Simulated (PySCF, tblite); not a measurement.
# C5H9NO2Si: geometry, infrared bands and NMR shifts

What infrared bands and NMR shifts should C5H9NO2Si (`CCc1nocc1O[SiH3]`) show?

The runs use tblite 0.8.0 and PySCF 2.14.0, with density-fitted response routines of our own; the level of theory stands in each step. All values are computed, except where a source is named. Atoms are numbered from 0 throughout.

### 1 The starting structure

18 atoms, charge 0, multiplicity 1; geometry from: force field or distance geometry start.

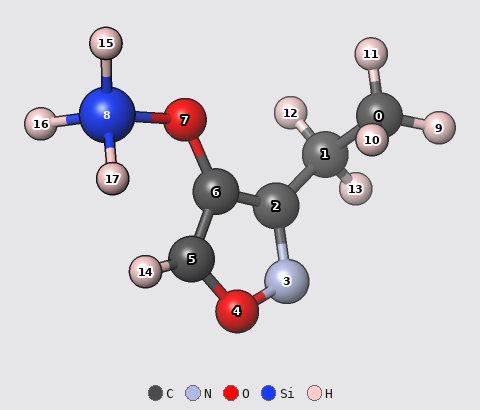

The starting geometry (carbon dark grey, nitrogen light blue, oxygen red, silicon blue, hydrogen pink), atoms numbered; sticks join atoms by distance.

### 2 Relaxing the molecule with GFN2-xTB

The job: settings as JSON, then the geometry in Å.

```
{"job": {"kind": "relax", "xc": "GFN2-xTB", "basis": "xTB"}, "charge": 0, "multiplicity": 1}
C     -2.382800    -0.739400     0.409100
C     -1.906700    -0.359300    -0.979700
C     -0.763200     0.600100    -0.843900
N     -0.903500     1.941500    -1.029100
O      0.231600     2.524300    -0.835300
C      1.156100     1.624600    -0.550200
C      0.531000     0.396200    -0.550700
O      1.117500    -0.860600    -0.283200
Si     2.812800    -0.880700     0.083300
H     -3.498800    -0.492100     0.474600
H     -1.828300    -0.132800     1.146200
H     -2.273400    -1.829100     0.573800
H     -1.585600    -1.259000    -1.537200
H     -2.702300     0.144800    -1.534500
H      2.183300     1.890900    -0.354300
H      3.144700    -1.967100     1.030600
H      3.514600    -1.024900    -1.201700
H      3.144100     0.429100     0.705900
```

On the command line:

```console
$ OMP_NUM_THREADS=1 python probes_run.py task.json out
```

One launch serves the whole session: the jobs run in the order shown.

The log of the run:

```text
step      E/eV     max force
  0    -763.80584    4.874
  1    -764.21472    1.609
  2    -764.30821    0.775
  3    -764.35203    0.443
  4    -764.37983    0.412
  5    -764.39808    0.413
  6    -764.41519    0.408
  7    -764.43879    0.395
  8    -764.45951    0.359
  9    -764.47512    0.265
 10    -764.48940    0.285
 11    -764.50539    0.357
 12    -764.52421    0.375
 13    -764.54222    0.293
 14    -764.55470    0.249
 15    -764.56204    0.199
 16    -764.56758    0.199
 17    -764.57197    0.189
 18    -764.57555    0.166
 19    -764.57935    0.186
 20    -764.58325    0.171
 21    -764.58677    0.166
 22    -764.58981    0.132
 23    -764.59277    0.144
 24    -764.59555    0.120
 25    -764.59789    0.145
 26    -764.60002    0.157
 27    -764.60225    0.112
 28    -764.60452    0.110
 29    -764.60654    0.098
 30    -764.60824    0.105
 31    -764.60995    0.101
 32    -764.61195    0.116
 33    -764.61398    0.103
 34    -764.61553    0.077
 35    -764.61666    0.075
 36    -764.61766    0.072
 37    -764.61875    0.079
 38    -764.61982    0.069
 39    -764.62061    0.058
 40    -764.62116    0.051
 41    -764.62162    0.049
 42    -764.62207    0.049
 43    -764.62248    0.054
 44    -764.62282    0.054
 45    -764.62312    0.042
 46    -764.62343    0.038
 47    -764.62376    0.048
 48    -764.62407    0.047
 49    -764.62431    0.043
 50    -764.62450    0.045
 51    -764.62470    0.040
 52    -764.62490    0.037
 53    -764.62511    0.033
 54    -764.62532    0.036
 55    -764.62552    0.040
 56    -764.62574    0.043
 57    -764.62597    0.039
 58    -764.62620    0.034
 59    -764.62645    0.041
 60    -764.62672    0.049
 61    -764.62700    0.041
 62    -764.62723    0.029
 63    -764.62735    0.016
 64    -764.62740    0.012
 65    -764.62743    0.014
 66    -764.62747    0.016
 67    -764.62753    0.020
 68    -764.62760    0.022
 69    -764.62766    0.023
 70    -764.62771    0.020
 71    -764.62776    0.025
 72    -764.62786    0.028
 73    -764.62806    0.039
 74    -764.62839    0.052
 75    -764.62882    0.057
 76    -764.62919    0.048
 77    -764.62947    0.046
 78    -764.62975    0.040
 79    -764.63009    0.040
 80    -764.63041    0.058
 81    -764.63074    0.061
 82    -764.63113    0.056
 83    -764.63186    0.064
 84    -764.63257    0.057
 85    -764.63324    0.046
 86    -764.63356    0.035
 87    -764.63370    0.039
 88    -764.63387    0.051
 89    -764.63409    0.034
 90    -764.63457    0.033
 91    -764.63471    0.027
 92    -764.63491    0.023
 93    -764.63502    0.023
 94    -764.63515    0.032
 95    -764.63531    0.047
 96    -764.63557    0.058
 97    -764.63588    0.051
 98    -764.63618    0.041
 99    -764.63649    0.053
100    -764.63698    0.079
101    -764.63778    0.108
102    -764.63241    0.267
103    -764.63947    0.101
104    -764.64082    0.091
105    -764.64524    0.276
106    -764.64870    0.102
107    -764.65329    0.144
108    -764.64997    0.582
109    -764.66000    0.215
110    -764.66363    0.213
111    -764.66569    0.555
112    -764.67552    0.168
113    -764.68230    0.132
114    -764.69355    0.426
115    -764.70195    0.098
116    -764.70662    0.142
117    -764.70702    0.348
118    -764.71273    0.100
119    -764.71459    0.105
120    -764.71789    0.154
121    -764.71934    0.137
122    -764.72104    0.115
123    -764.72449    0.088
124    -764.72571    0.088
125    -764.72672    0.063
126    -764.72744    0.062
127    -764.72809    0.057
128    -764.72856    0.055
129    -764.72916    0.063
130    -764.72984    0.070
131    -764.73039    0.100
132    -764.73105    0.068
133    -764.73160    0.043
134    -764.73203    0.034
135    -764.73226    0.035
136    -764.73270    0.055
137    -764.73298    0.053
138    -764.73328    0.050
139    -764.73361    0.047
140    -764.73407    0.048
141    -764.73463    0.053
142    -764.73537    0.063
143    -764.73644    0.101
144    -764.73820    0.153
145    -764.74077    0.188
146    -764.74391    0.157
147    -764.74639    0.090
148    -764.74501    0.181
149    -764.74819    0.096
150    -764.74867    0.055
151    -764.74948    0.027
152    -764.75031    0.039
153    -764.75076    0.044
154    -764.75126    0.046
155    -764.75191    0.050
156    -764.75257    0.081
157    -764.75382    0.083
158    -764.75472    0.064
159    -764.75560    0.069
160    -764.75596    0.079
161    -764.75648    0.047
162    -764.75674    0.028
163    -764.75691    0.029
164    -764.75701    0.021
165    -764.75708    0.019
166    -764.75714    0.008
```

It took 2.2 s on 1 thread of Arm Neoverse N1, shared host; peak memory 0.18 GiB.

Relaxation path: (not every step is listed)

```csv
step,energy from step 0 (eV),largest force (eV/Å)
0,0.0000,4.8739
1,-0.4089,1.6093
2,-0.5024,0.7753
3,-0.5462,0.4432
4,-0.5740,0.4118
5,-0.5922,0.4129
6,-0.6094,0.4080
7,-0.6330,0.3953
8,-0.6537,0.3594
23,-0.7869,0.1442
38,-0.8140,0.0693
53,-0.8193,0.0329
68,-0.8218,0.0224
83,-0.8260,0.0641
98,-0.8303,0.0409
113,-0.8765,0.1321
128,-0.9227,0.0547
143,-0.9306,0.1005
158,-0.9489,0.0636
161,-0.9506,0.0471
162,-0.9509,0.0278
163,-0.9511,0.0286
164,-0.9512,0.0212
165,-0.9512,0.0186
166,-0.9513,0.0081
```

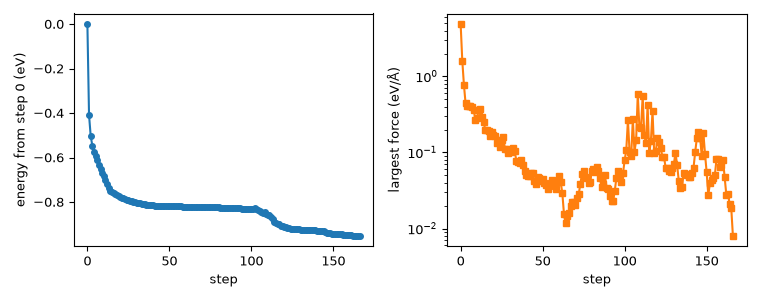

Energy and force, step by step.

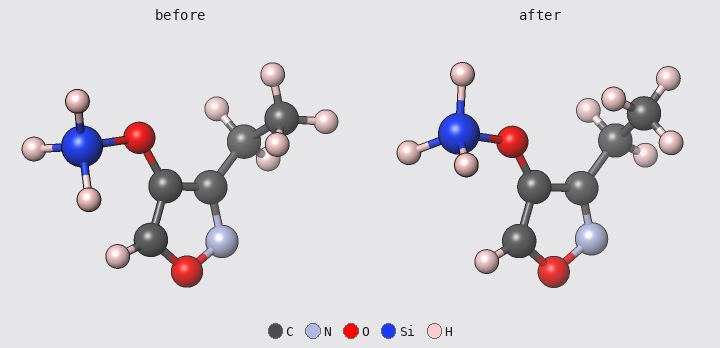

The geometry before (left) and after (right).

Close pairs (by a distance rule), those that changed most:

```csv
bond,before (Å),after (Å),change (Å)
O7–Si8,1.735,1.631,-0.103
C2–C6,1.343,1.431,+0.089
C6–O7,1.412,1.337,-0.076
N3–O4,1.291,1.351,+0.061
C0–H9,1.145,1.087,-0.058
C2–N3,1.361,1.305,-0.057
Si8–H15,1.479,1.453,-0.026
Si8–H17,1.488,1.463,-0.024
```

The next job starts from the end point, and lists it.

### 3 Harmonic vibrations with GFN2-xTB

The job: settings as JSON, then the geometry in Å.

```
{"job": {"kind": "ir", "xc": "GFN2-xTB", "basis": "xTB"}, "charge": 0, "multiplicity": 1}
C     -2.145380    -0.776749     0.492082
C     -1.896991    -0.260895    -0.925417
C     -0.801245     0.743116    -0.935961
N     -0.982302     1.994237    -1.258360
O      0.202559     2.635051    -1.149682
C      1.140406     1.762677    -0.750110
C      0.571625     0.531503    -0.591519
O      1.110441    -0.631725    -0.212387
Si     2.640289    -1.035034     0.184338
H     -2.942139    -1.516131     0.487592
H     -2.434457     0.042355     1.146723
H     -1.243635    -1.238607     0.887597
H     -1.612942    -1.096538    -1.569738
H     -2.795883     0.206789    -1.327108
H      2.138939     2.125654    -0.620460
H      2.412359    -2.438670     0.481747
H      3.537666    -0.795509    -0.945988
H      3.091931    -0.245207     1.330235
```

The log of the run:

```text
mode    cm-1     km/mol
  1      43.1      0.02
  2      52.1      0.14
  3     100.3      0.47
  4     117.3      0.63
  5     153.7      0.62
  6     190.7      0.70
  7     253.1      0.55
  8     301.0      8.05
  9     412.1      1.98
 10     445.6      4.18
 11     539.8     21.81
 12     593.7      8.36
 13     599.9     67.79
 14     644.4     52.99
 15     687.7     11.30
 16     726.3     29.11
 17     741.7    151.12
 18     756.6     73.38
 19     798.9    236.37
 20     819.5     61.53
 21     827.5    255.55
 22     871.5     41.46
 23     931.0    124.54
 24    1010.6     58.67
 25    1018.4     45.62
 26    1071.8      2.14
 27    1086.6      8.60
 28    1115.6     12.35
 29    1212.3     71.99
 30    1224.2    262.29
 31    1231.4      3.44
 32    1314.1      3.40
 33    1373.6     38.16
 34    1407.0      1.94
 35    1457.3      2.10
 36    1497.8      4.19
 37    1499.8      6.31
 38    1544.1     95.08
 39    1619.4     51.74
 40    2249.5    394.89
 41    2276.1    166.14
 42    2360.2    226.38
 43    2968.4     20.32
 44    3010.0     12.97
 45    3038.9     33.48
 46    3041.8     40.65
 47    3043.8     22.70
 48    3184.4      6.66
```

It took 1.2 s on 1 thread of Arm Neoverse N1, shared host; peak memory 0.18 GiB.

The strongest bands and the atoms that carry them (share of the mass-weighted mode):

```csv
cm⁻¹,km/mol,atoms
742,151.1,"H15 51 %, H17 14 %, H16 14 %, H14 10 %"
799,236.4,"H17 35 %, H16 34 %, H15 25 %"
828,255.6,"H17 33 %, H16 33 %, H15 12 %"
931,124.5,"O7 37 %, C6 13 %, Si8 12 %, N3 11 %"
1224,262.3,"C5 38 %, O4 21 %, O7 14 %, H14 12 %"
2250,394.9,"H17 51 %, H16 45 %"
2276,166.1,"H16 52 %, H17 46 %"
2360,226.4,H15 97 %
```

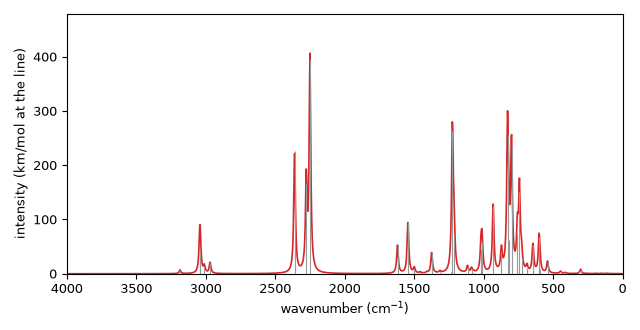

The infrared spectrum from these modes, unscaled. Lines are broadened to a width of 14 cm⁻¹ (Lorentzian).

### 4 Nuclear shieldings: PBE0/pcSseg-1

Settings changed since step 3:

```diff
@@ -1,2 +1,2 @@
-{"job": {"kind": "ir", "xc": "GFN2-xTB", "basis": "xTB"}, "charge": 0, "multiplicity": 1}
+{"job": {"kind": "nmr", "xc": "PBE0", "basis": "pcSseg-1"}, "charge": 0, "multiplicity": 1}
 C     -2.145380    -0.776749     0.492082
```

With the program's defaults for keys left out, this is: GIAO PBE0/pcSseg-1 NMR shielding, non-relativistic, gas phase.

The log of the run:

```text
coarse grid: 15872 points
cycle   1  E = -689.8107802942  dE =  1.571e+00  |g| = 6.865e-01  |ddm| = 4.013e+00
cycle   2  E = -689.7224740144  dE =  8.831e-02  |g| = 9.822e-01  |ddm| = 1.339e+00
cycle   3  E = -689.8947951165  dE = -1.723e-01  |g| = 1.188e-01  |ddm| = 8.964e-01
cycle   4  E = -689.8971901830  dE = -2.395e-03  |g| = 4.507e-02  |ddm| = 1.247e-01
cycle   5  E = -689.8976237580  dE = -4.336e-04  |g| = 1.504e-02  |ddm| = 4.318e-02
cycle   6  E = -689.8976605858  dE = -3.683e-05  |g| = 7.943e-03  |ddm| = 1.688e-02
cycle   7  E = -689.8976733533  dE = -1.277e-05  |g| = 1.336e-03  |ddm| = 6.154e-03
cycle   8  E = -689.8976736727  dE = -3.194e-07  |g| = 4.261e-04  |ddm| = 1.226e-03
final grid: 149728 points
cycle   9  E = -689.9698832273  dE = -2.475e-05  |g| = 1.355e-02  |ddm| = 3.199e-02
cycle  10  E = -689.9698290590  dE =  5.417e-05  |g| = 2.210e-02  |ddm| = 2.268e-02
cycle  11  E = -689.9699161429  dE = -8.708e-05  |g| = 2.429e-03  |ddm| = 1.463e-02
cycle  12  E = -689.9699173489  dE = -1.206e-06  |g| = 5.086e-04  |ddm| = 1.996e-03
cycle  13  E = -689.9699173974  dE = -4.854e-08  |g| = 1.811e-04  |ddm| = 5.963e-04
cycle  14  E = -689.9699174044  dE = -6.963e-09  |g| = 4.514e-05  |ddm| = 1.794e-04
cycle  15  E = -689.9699174047  dE = -3.656e-10  |g| = 2.282e-05  |ddm| = 5.541e-05
converged SCF energy = -689.9699174047

GIAO shielding tensors (ppm)
atom      isotropic    diamagn.    paramagn.     s11        s22        s33       span
  0 C      172.135     248.108     -75.973    161.232    169.299    185.874     24.642
  1 C      164.562     245.930     -81.367    151.484    169.073    173.130     21.646
  2 C       25.158     254.057    -228.899    -62.680     13.513    124.641    187.321
  3 N     -140.911     320.092    -461.003   -360.735   -127.309     65.312    426.047
  4 O      -22.749     398.762    -421.511   -155.424    -96.577    183.754    339.177
  5 C       40.590     256.977    -216.387    -32.794     35.707    118.857    151.651
  6 C       38.803     249.470    -210.667    -24.870     47.674     93.604    118.474
  7 O      289.143     400.615    -111.473    210.520    274.818    382.090    171.569
  8 Si     384.644     880.573    -495.929    343.456    346.579    463.896    120.440
  9 H       30.420      28.348       2.071     26.129     27.270     37.860     11.731
 10 H       30.651      30.153       0.498     26.824     28.654     36.474      9.651
 11 H       29.920      31.765      -1.846     23.956     30.571     35.231     11.274
 12 H       28.872      29.657      -0.785     25.479     27.084     34.052      8.573
 13 H       28.731      28.373       0.358     23.701     27.381     35.112     11.411
 14 H       23.523      31.643      -8.120     21.782     22.545     26.241      4.459
 15 H       26.576      29.562      -2.986     22.370     25.626     31.732      9.362
 16 H       26.595      28.994      -2.399     23.642     24.608     31.536      7.894
 17 H       26.597      29.784      -3.187     23.666     24.718     31.406      7.740
```

Wall time 73 s (1 thread of Arm Neoverse N1, shared host); peak memory 0.93 GiB.

Shifts follow as δ = σ(reference) − σ, with reference shieldings (ppm) from runs at the same level and on the same kind of geometry: 1H TMS 31.72, 13C TMS 186.9, 29Si TMS 349.2, 15N NH3 267.7, 17O H2O 336.1. The references are single molecules in the gas phase, so shifts against H2O, NH3, PH3, H3PO4 or CFCl3 are not on the usual liquid scales and can be off by tens of ppm. Atoms listed in one row are averaged.

```csv
atoms,environment,σ (ppm),δ (ppm),δ scaled to CDCl3
C2,substituted aromatic carbon next to a ring nitrogen,25.2,161.8,156.0
C6,aromatic carbon bearing oxygen,38.8,148.1,142.7
C5,aromatic CH next to the ring oxygen,40.6,146.3,140.9
C1,sp3 CH2 on an aromatic ring,164.6,22.4,19.9
C0,methyl carbon,172.1,14.8,12.5
H14,hydrogen on an aromatic CH next to the ring oxygen,23.52,8.19,7.83
"H15, H16, H17",hydrogen on a silicon bonded to O,26.59,5.13,–
"H12, H13",hydrogen on an sp3 CH2 on an aromatic ring,28.80,2.92,2.85
"H9, H10, H11",hydrogen on a methyl carbon,30.33,1.39,1.41
N3,pyridine-type nitrogen of an azole,-140.9,408.6,–
O4,aromatic ring oxygen,-22.7,358.8,–
O7,"oxygen bonded to C, Si",289.1,46.9,–
Si8,"silicon bonded to O, 3 H",384.6,-35.5,–
```

The scaled column applies a straight-line fit of computed shieldings to shifts measured in CDCl3 (root-mean-square error 0.16 ppm for H, 1.9 ppm for C).

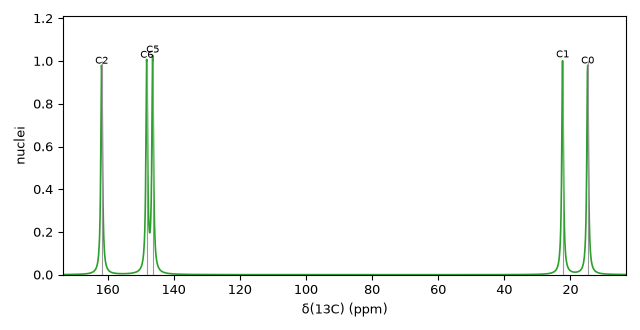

13C lines at the computed shifts, without couplings. Lines are broadened to a width of 0.59 ppm (Lorentzian).

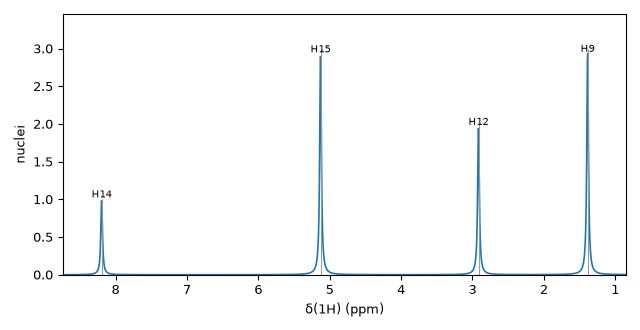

1H lines at the computed shifts, without couplings. Lines are broadened to a width of 0.03 ppm (Lorentzian).

The run also stored atomic charges by several schemes (e):

```csv
atoms,Mulliken,IAO,Hirshfeld,ESP fit
C0,-0.29,-0.42,-0.12,-0.10
C1,-0.14,-0.26,-0.06,0.03
C2,0.04,0.09,0.03,0.37
N3,-0.14,-0.14,-0.12,-0.44
O4,-0.28,-0.14,-0.04,-0.03
C5,0.20,-0.05,-0.01,-0.07
C6,0.08,0.11,0.04,-0.01
O7,-0.62,-0.58,-0.19,-0.32
Si8,0.67,0.87,0.40,0.59
```

Hirshfeld charges:

C0 -0.12; C1 -0.06; C2 0.03; N3 -0.12; O4 -0.04; C5 -0.01; C6 0.04; O7 -0.19; Si8 0.40; H9 0.04; H10 0.04; H11 0.03; H12 0.05; H13 0.05; H14 0.07; H15 -0.07; H16 -0.07; H17 -0.08

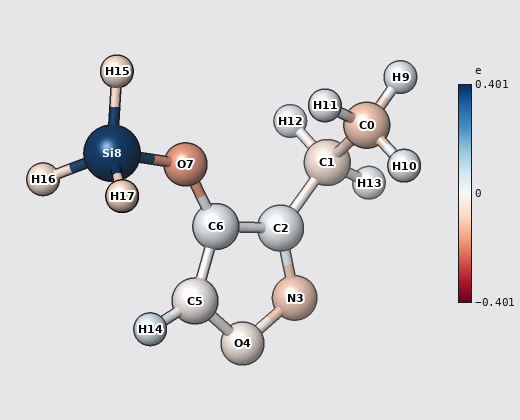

Hirshfeld charges, as colours on the atoms.

Mayer bond orders: C0–C1 1.04, C1–C2 1.04, C2–N3 1.63, N3–O4 1.00, O4–C5 1.06, C5–C6 1.57, C6–O7 0.95, O7–Si8 0.91, C6–C2 1.15.

Ring of atoms C2, N3, O4, C5, C6: NICS(0) -12.3, NICS(1) -10.6, NICS(1)zz -24.6 ppm (means of both faces).

### 5 Results

```
                                                              quantity                                value
                             strongest single infrared mode (GFN2-xTB)                2250 cm⁻¹, 395 km/mol
                                          zero-point energy (GFN2-xTB)                        82.2 kcal/mol
                                13C shifts against TMS (PBE0/pcSseg-1)  161.8, 148.1, 146.3, 22.4, 14.8 ppm
1H shifts against TMS (PBE0/pcSseg-1, means over atoms taken as alike)           8.19, 5.13, 2.92, 1.39 ppm
                                15N shifts against NH3 (PBE0/pcSseg-1)                            408.6 ppm
                                17O shifts against H2O (PBE0/pcSseg-1)                      358.8, 46.9 ppm
                               29Si shifts against TMS (PBE0/pcSseg-1)                            -35.5 ppm
```

What this shows: Relaxing lowered the energy by 0.951 eV in 166 steps; the close pair that moved most is O7–Si8, from 1.735 to 1.631 Å. All 48 modes are real, so the xTB geometry is a minimum. The strongest single mode, at 2250 cm⁻¹, moves mainly H17 and H16. Unscaled tight-binding wavenumbers are off by several per cent, some by more. Its intensities can rank the bands wrongly. At PBE0/pcSseg-1: Shielding is most anisotropic at N3 (span 426 ppm, paramagnetic term -461 ppm). NICS(1)zz of -25 ppm above the planar ring from C2 marks a diatropic (aromatic) ring current.
